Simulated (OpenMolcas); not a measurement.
# doublet [CH7FSi2]+ at 5 levels

We compute a comparison of 5 runs (UHF/3-21G, UB3LYP/6-31G*, UPBE0/6-31G*, ROMP2/6-31G*, ROCCSD(T)/6-31G*) of doublet [CH7FSi2]+. 

The results are computed with OpenMolcas 26.06.

1 further run of the same task is left out (set aside as unsound or not needed).

## (1) The structure to begin with

[CH7FSi2]+: 11 atoms, total charge +1, spin state doublet. SMILES of the parent species: `F[SiH2]C[SiH3]`. Geometry: relaxed at PBE0-D4/def2-TZVP. This is one conformer, not always the lowest. That shape belongs to the parent species and isn't relaxed for this state.

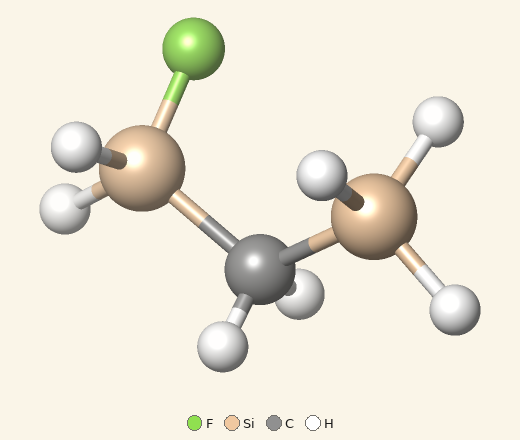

The structure, seen from a chosen angle (fluorine green, silicon light orange, carbon grey, hydrogen white).

## (2) The energy at UHF/3-21G (run 1)

test.inp

```
* CH7FSi2 Hartree-Fock
>>> EXPORT MOLCAS_PRINT=2

&GATEWAY
 BasLib = $CurrDir
 Coord
 11
 angstrom
 F       -1.629100       1.667400       0.202000
 Si      -0.069200       1.498400       0.534400
 C        0.349200      -0.305900       0.605500
 Si      -0.157200      -1.306900      -0.899700
 H        0.694000       2.172900      -0.545000
 H        0.175700       2.177500       1.831400
 H        1.437100      -0.385200       0.722600
 H       -0.101300      -0.751100       1.498900
 H       -1.636400      -1.388400      -0.995700
 H        0.369900      -0.665700      -2.134100
 H        0.392600      -2.686000      -0.812200
 Basis = 3-21G
 Group = NoSym

&SEWARD

&SCF
 UHF
 Charge = 1
 Spin = 2
 Thresholds = 1e-10 1e-07 1e-07 1e-05
 PrOrbitals = 1 2
```

The basis set 3-21G is read from a file made from the Basis Set Exchange's data (not shown).

Started as:

```
$ export MOLCAS_MEM=1860
$ pymolcas test.inp > test.log
```

Standard output:

```text
--- Start Module: gateway ---
[...]
--- Stop Module: gateway /rc=_RC_ALL_IS_WELL_ ---
--- Start Module: seward ---
[...]
      Basis functions           58
--- Stop Module: seward /rc=_RC_ALL_IS_WELL_ ---
--- Start Module: scf ---
[...]
       Convergence after  28 Iterations
[...]
::    Total SCF energy                               -715.0777708085
[...]
      Total spin, S                                     0.5099002500
[...]
      Total electronic charge=   49.000000
      Total            charge=    1.000000
[...]
      Dipole Moment (debye):
      Origin of the operator (angstrom)=   -0.3378    0.3386    0.0047
                   X=  4.1685E+00               Y= -2.8816E+00               Z=  1.6922E+00           Total=  5.3426E+00
      Center of Charge (angstrom)
[...]
--- Stop Module: scf /rc=_RC_ALL_IS_WELL_ ---
[...]
```

Wall time 2.6 s (1 thread of Intel Xeon 6975P-C (Granite Rapids), shared host); peak memory 0.39 GiB.

## (3) The energy at UB3LYP/6-31G(d) (spherical functions) (run 2)

job.inp

```
&GATEWAY
 BasLib = $CurrDir
 Coord
 11
 angstrom
 F       -1.629100       1.667400       0.202000
 Si      -0.069200       1.498400       0.534400
 C        0.349200      -0.305900       0.605500
 Si      -0.157200      -1.306900      -0.899700
 H        0.694000       2.172900      -0.545000
 H        0.175700       2.177500       1.831400
 H        1.437100      -0.385200       0.722600
 H       -0.101300      -0.751100       1.498900
 H       -1.636400      -1.388400      -0.995700
 H        0.369900      -0.665700      -2.134100
 H        0.392600      -2.686000      -0.812200
 Basis = 6-31Gs
 Group = NoSym

&SEWARD
 GridInput
 Grid=UltraFine
 End of Grid

&SCF
 UHF
 Charge = 1
 Spin = 2
 KSDFT = B3LYP
 Thresholds = 1e-10 1e-07 1e-07 1e-05
 PrOrbitals = 1 2
```

The basis set 6-31G* is read from a file made from the Basis Set Exchange's data (not shown).

Started as:

```
$ export MOLCAS_MEM=1860
$ pymolcas job.inp > job.log
```

Standard output:

```text
--- Start Module: gateway ---
[...]
--- Stop Module: gateway /rc=_RC_ALL_IS_WELL_ ---
--- Start Module: seward ---
[...]
      Basis functions           78
--- Stop Module: seward /rc=_RC_ALL_IS_WELL_ ---
[...]
--- Start Module: scf ---
[...]
       Convergence after  30 Iterations
[...]
::    Total KS-DFT energy                            -720.8061870122
[...]
      Total spin, S                                     0.5035225031
[...]
      Total electronic charge=   49.000000
      Total            charge=    1.000000
[...]
      Dipole Moment (debye):
      Origin of the operator (angstrom)=   -0.3378    0.3386    0.0047
                   X=  3.3637E+00               Y= -2.3709E+00               Z=  1.5093E+00           Total=  4.3834E+00
      Center of Charge (angstrom)
[...]
--- Stop Module: scf /rc=_RC_ALL_IS_WELL_ ---
[...]
```

Wall time 55 s (1 thread of Intel Xeon 6975P-C (Granite Rapids), shared host); peak memory 0.44 GiB.

## (4) A single-point energy at UPBE0/6-31G(d) (spherical functions) (run 3)

run.inp

```
* CH7FSi2 Kohn-Sham DFT

&GATEWAY
  BasLib = $CurrDir
  Coord
  11
  bohr
  F     -3.07855283     3.15092934     0.38172468
  Si    -0.13076905     2.83156563     1.00986964
  C      0.65989236    -0.57806722     1.14422917
  Si    -0.29706495    -2.46968307    -1.70018659
  H      1.31146993     4.10618590    -1.02990074
  H      0.33202488     4.11487864     3.46084442
  H      2.71572541    -0.72792250     1.36551610
  H     -0.19142926    -1.41937329     2.83251049
  H     -3.09234783    -2.62369575    -1.88160030
  H      0.69900969    -1.25799068    -4.03286452
  H      0.74190648    -5.07580437    -1.53483556
  Basis = 6-31Gs
  Group = NoSym

&SEWARD
  GridInput
  Grid=UltraFine
  End of Grid

&SCF
  UHF
  Charge = 1
  Spin = 2
  KSDFT = PBE0
  Thresholds = 1e-10 1e-07 1e-07 1e-05
  PrOrbitals = 1 2
```

The basis set 6-31G* is read from a file made from the Basis Set Exchange's data (not shown).

Started as:

```
$ export MOLCAS_MEM=1860
$ pymolcas run.inp > run.log
```

Standard output:

```text
--- Start Module: gateway ---
[...]
--- Stop Module: gateway /rc=_RC_ALL_IS_WELL_ ---
--- Start Module: seward ---
[...]
      Basis functions           78
--- Stop Module: seward /rc=_RC_ALL_IS_WELL_ ---
[...]
--- Start Module: scf ---
[...]
       Convergence after  31 Iterations
[...]
::    Total KS-DFT energy                            -720.3659400363
[...]
      Total spin, S                                     0.5041879631
[...]
      Total electronic charge=   49.000000
      Total            charge=    1.000000
[...]
      Dipole Moment (debye):
      Origin of the operator (angstrom)=   -0.3378    0.3386    0.0047
                   X=  3.4226E+00               Y= -2.4134E+00               Z=  1.5308E+00           Total=  4.4589E+00
      Center of Charge (angstrom)
[...]
--- Stop Module: scf /rc=_RC_ALL_IS_WELL_ ---
[...]
```

Wall time 54 s (1 thread of Intel Xeon 6975P-C (Granite Rapids), shared host); peak memory 0.44 GiB.

Run 4 isn't shown in full; the table further down has it.

## (5) The energy at ROCCSD(T)/6-31G(d) (spherical functions) (run 5)

run.input

```
&GATEWAY
 BasLib
 $CurrDir
 Coord
 11
 angstrom
 F       -1.629100       1.667400       0.202000
 Si      -0.069200       1.498400       0.534400
 C        0.349200      -0.305900       0.605500
 Si      -0.157200      -1.306900      -0.899700
 H        0.694000       2.172900      -0.545000
 H        0.175700       2.177500       1.831400
 H        1.437100      -0.385200       0.722600
 H       -0.101300      -0.751100       1.498900
 H       -1.636400      -1.388400      -0.995700
 H        0.369900      -0.665700      -2.134100
 H        0.392600      -2.686000      -0.812200
 Basis
 6-31Gs
 Group
 NoSym

&SEWARD

&SCF
 UHF
 Charge
 1
 Spin
 2
 Thresholds
 1e-10 1e-07 1e-07 1e-05
 PrOrbitals
 1 1

&RASSCF
 FileOrb
 $Project.UnaOrb
 Spin
 2
 Nactel
 1 0 0
 Inactive
 24
 Ras2
 1
 OutOrbitals
 Canonical
 OrbListing
 Nothing

&MOTRA
 JobIph
 Frozen
 12

&CCSDT
 CCT
 Triples
 3
 Iterations
 80
 Accuracy
 1e-08
 Extrapolation
 5 4
```

The basis set 6-31G* is read from a file made from the Basis Set Exchange's data (not shown).

Started as:

```
$ export MOLCAS_MEM=1860
$ pymolcas run.input > run.log
```

Standard output:

```text
--- Start Module: gateway ---
[...]
--- Stop Module: gateway /rc=_RC_ALL_IS_WELL_ ---
[...]
      Basis functions           78
[...]
       Convergence after  27 Iterations
[...]
::    Total SCF energy                               -718.8885975828
[...]
      Total spin, S                                     0.5097129228
[...]
      Number of active orbitals                  1
[...]
      Spin quantum number                      0.5
[...]
      Active orbitals                            1
[...]
      Number of CSFs                             1
[...]
      Number of root(s) required                 1
[...]
      Convergence after 18 iterations
[...]
      printout of CI-coefficients larger than  0.05 for root  1
      energy=    -718.883076
      conf/sym  1     Coeff  Weight
             1  u   1.00000 1.00000
      Natural orbitals and occupation numbers for root  1
      sym 1:   1.000000
      ************************************************************************************************************************
      *                                                    Final results                                                     *
[...]
::    RASSCF root number  1 Total energy:   -718.88307568
[...]
      Total electronic charge=   49.000000
      Total            charge=    1.000000
[...]
      Dipole Moment (debye):
      Origin of the operator (angstrom)=   -0.3378    0.3386    0.0047
                   X=  3.9043E+00               Y= -2.9114E+00               Z=  1.6327E+00           Total=  5.1367E+00
      Center of Charge (angstrom)
[...]
--- Start Module: motra ---
[...]
      *** WARNING: Default frozen orbitals is overwritten by user input.
      *** Default values:   6
[...]
--- Stop Module: motra /rc=_RC_ALL_IS_WELL_ ---
--- Start Module: ccsdt ---
[...]
      Convergence after                    33  Iterations
      Total energy (diff) :    -719.38296505      -0.00000000
[...]
 METHOD                       : CCSD+T(CCSD)+<T3(1)WT1>+<T3(1)UT2> = CCSD(T)
[...]
       CCSD     =      -719.3829650540081
[...]
--- Stop Module: ccsdt /rc=_RC_ALL_IS_WELL_ ---
[...]
```

Run time: 37 s. Hardware: 1 thread of Intel Xeon 6975P-C (Granite Rapids), shared host; peak memory 0.44 GiB.

## (6) Overview of the runs

```tsv
run	level	integration grid	frozen core orbitals	energy (Eh)	HOMO energy (eV)	LUMO energy (eV)	⟨S²⟩	wall time
1	UHF/3-21G	–	–	-715.077771	-18.06	-9.51	0.770	2.6 s
2	UB3LYP/6-31G* (spherical functions)	UltraFine	–	-720.806187	-14.49	-13.03	0.757	55 s
3	UPBE0/6-31G* (spherical functions)	UltraFine	–	-720.365940	-14.69	-12.88	0.758	54 s
4	ROMP2/6-31G* (spherical functions)	–	12	-719.335597	–	–	–	9.6 s
5	ROCCSD(T)/6-31G* (spherical functions)	–	12	-719.395196	–	–	–	37 s
```

## (7) Outcome

| quantity | value |
| --- | --- |
| run 5: total energy | -719.39520 Eh |
| run 5: (T) correction | -12.23 mEh |

What this shows: Totals of different functionals can't be ranked against each other. All runs together took 2.6 min, the longest 55 s.
